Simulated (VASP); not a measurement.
Energy against volume of Ni$_{3}$Al (L1_2). These are TPSS meta-GGA, VASP's PBE PAW potentials (set 64) (plane waves; VASP) values and carry that method's errors.

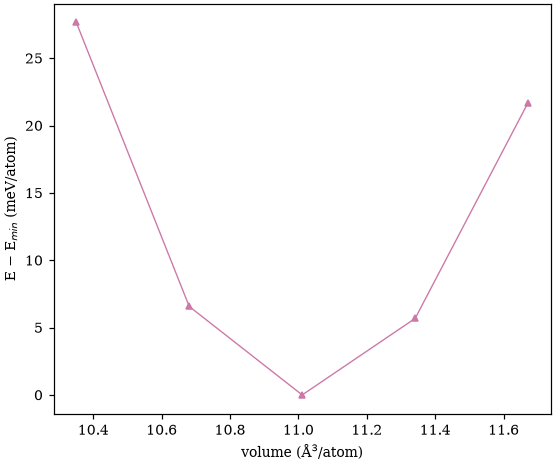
Fig. 1. Energy against volume

Q: Estimate the equilibrium volume and the bulk modulus.

A: The minimum lies near 11.0 Å³/atom, and the curvature gives B0 of about 200 GPa.

Measured: bulk modulus 174 GPa (computed value off by +13.5 %), as given by Nikolai A. Zarkevich et al., Crystals (2023), arXiv:2304.06869; a 3.572 Å (computed value off by -1.1 %), as given by Tensorial elastic properties and stability of interface states associated with Σ5(210) grain boundaries in Ni3(Al,Si). The calculation is for a static lattice, while the measured bulk modulus, a hold thermal and zero-point effects, which are part of the difference.

The compound is Ni3Al in the L1_2 structure. It was relaxed first.
